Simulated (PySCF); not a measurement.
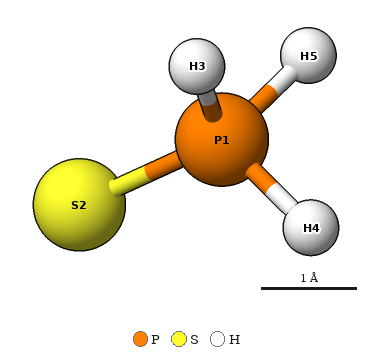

Figure 1. The input geometry of run A (ball-and-stick view, seen at a tilt; atoms are numbered from 1 in the order of the input). Bond lengths as drawn: H–P 1.43 Å and P–S 1.93 Å.

# PH$_{3}$S: a changed input and its effect

System: PH$_{3}$S, SMILES [PH3]=S.
Method of run A: GIAO PBE0/pcSseg-1 NMR shielding, non-relativistic, IEF-PCM cyclohexane (PySCF 2.14.0).

The geometry comes from this level: PBE0-D3(BJ)/def2-SVP. Text and figures count atoms from 1; the logs count them from 0 in places.

### The input, run A
```
{"job": {"kind": "nmr", "xc": "PBE0", "basis": "pcSseg-1", "solvent": "cyclohexane", "pop": true}, "charge": 0, "multiplicity": 1}
P      0.071024     0.015762     0.006509
S      1.991789    -0.011008    -0.211172
H     -0.490970    -0.594035     1.167041
H     -0.589521     1.278495     0.072779
H     -0.735935    -0.609486    -0.989974
```

The first line tells a small driver script what to run in PySCF; the rest is the geometry in Å.

Command:
```bash
OMP_NUM_THREADS=1 python <driver script> task.json out
```

Hardware: 1 CPU thread, shared host.

### Output (run A)
```
coarse grid: 5112 points
cycle   1  E = -740.9830266686  dE =  1.458e-01  |g| = 3.368e-01  |ddm| = 2.047e+00
cycle   2  E = -740.9416720414  dE =  4.135e-02  |g| = 5.017e-01  |ddm| = 1.369e+00
cycle   3  E = -741.0220426612  dE = -8.037e-02  |g| = 2.139e-02  |ddm| = 8.341e-01
cycle   4  E = -741.0221210953  dE = -7.843e-05  |g| = 1.094e-02  |ddm| = 3.398e-02
cycle   5  E = -741.0221567236  dE = -3.563e-05  |g| = 2.108e-03  |ddm| = 1.455e-02
cycle   6  E = -741.0221575660  dE = -8.425e-07  |g| = 1.660e-04  |ddm| = 2.019e-03
final grid: 39792 points
cycle   7  E = -741.0366013082  dE = -8.435e-06  |g| = 2.898e-03  |ddm| = 1.476e-02
cycle   8  E = -741.0366016482  dE = -3.399e-07  |g| = 2.640e-03  |ddm| = 7.799e-03
cycle   9  E = -741.0366033518  dE = -1.704e-06  |g| = 2.949e-04  |ddm| = 4.007e-03
cycle  10  E = -741.0366033774  dE = -2.565e-08  |g| = 6.176e-05  |ddm| = 4.595e-04
cycle  11  E = -741.0366033784  dE = -9.901e-10  |g| = 1.173e-05  |ddm| = 8.482e-05
converged SCF energy = -741.0366033784

GIAO shielding tensors (ppm)
atom      isotropic    diamagn.    paramagn.     s11        s22        s33       span
  0 P      412.952     964.213    -551.261    330.401    330.490    577.964    247.563
  1 S      898.366    1057.113    -158.747    702.518    996.204    996.376    293.857
  2 H       24.496      27.155      -2.659     20.121     20.687     32.680     12.560
  3 H       24.493      27.136      -2.644     20.119     20.683     32.677     12.557
  4 H       24.493      27.174      -2.680     20.119     20.684     32.677     12.559
```

For run B the input was changed thus:
```diff
-"solvent": "cyclohexane"
-"pop": true
+"solvent": "methanol"
+"pop": false
```

What does this change do to the results?

The total energy of run B is 5.2 kcal/mol lower: the change of the electrostatic solvation energy at this fixed geometry, without cavity or dispersion terms. The HOMO goes from −6.95 to −7.05 eV. The LUMO goes from 0.10 to 0.34 eV. The dipole moment goes from 4.71 to 5.87 D. Of all shieldings, the largest change is that of S2, by +19.9 ppm. The number of SCF iterations is the same.

### Output (run B)
```
coarse grid: 5112 points
cycle   1  E = -740.9989022212  dE =  1.301e-01  |g| = 3.165e-01  |ddm| = 2.045e+00
cycle   2  E = -740.9860312792  dE =  1.287e-02  |g| = 3.910e-01  |ddm| = 9.997e-01
cycle   3  E = -741.0303794937  dE = -4.435e-02  |g| = 1.746e-02  |ddm| = 5.592e-01
cycle   4  E = -741.0304298664  dE = -5.037e-05  |g| = 7.608e-03  |ddm| = 2.596e-02
cycle   5  E = -741.0304466216  dE = -1.676e-05  |g| = 1.985e-03  |ddm| = 1.095e-02
cycle   6  E = -741.0304475424  dE = -9.208e-07  |g| = 1.296e-04  |ddm| = 2.164e-03
final grid: 39792 points
cycle   7  E = -741.0449025230  dE = -8.572e-06  |g| = 2.894e-03  |ddm| = 1.465e-02
cycle   8  E = -741.0449030814  dE = -5.583e-07  |g| = 2.515e-03  |ddm| = 7.128e-03
cycle   9  E = -741.0449045311  dE = -1.450e-06  |g| = 1.850e-04  |ddm| = 3.357e-03
cycle  10  E = -741.0449045397  dE = -8.610e-09  |g| = 5.775e-05  |ddm| = 2.823e-04
cycle  11  E = -741.0449045405  dE = -8.266e-10  |g| = 1.096e-05  |ddm| = 7.695e-05
converged SCF energy = -741.0449045405

GIAO shielding tensors (ppm)
atom      isotropic    diamagn.    paramagn.     s11        s22        s33       span
  0 P      409.411     964.381    -554.970    335.554    335.620    557.061    221.507
  1 S      918.283    1057.877    -139.593    774.449    990.138    990.264    215.815
  2 H       24.475      26.775      -2.300     20.021     20.798     32.607     12.586
  3 H       24.471      26.755      -2.285     20.018     20.792     32.602     12.584
  4 H       24.471      26.791      -2.320     20.017     20.792     32.603     12.586
```

### The two runs side by side

| quantity | run A | run B |
| --- | --- | --- |
| outcome | converged | converged |
| total energy (hartree) | −741.036603 | −741.044905 |
| HOMO (eV) | −6.95 | −7.05 |
| LUMO (eV) | 0.10 | 0.34 |
| dipole moment (D) | 4.71 | 5.87 |
| shielding of P1 (ppm) | 413.0 | 409.4 |
| shielding of S2 (ppm) | 898.4 | 918.3 |
| shielding of H3 (ppm) | 24.5 | 24.5 |
| shielding of H4 (ppm) | 24.5 | 24.5 |
| shielding of H5 (ppm) | 24.5 | 24.5 |
| SCF iterations | 11 | 11 |
| basis functions | 63 | 63 |
| wall time (shared host) | 3 s | 1.6 s |
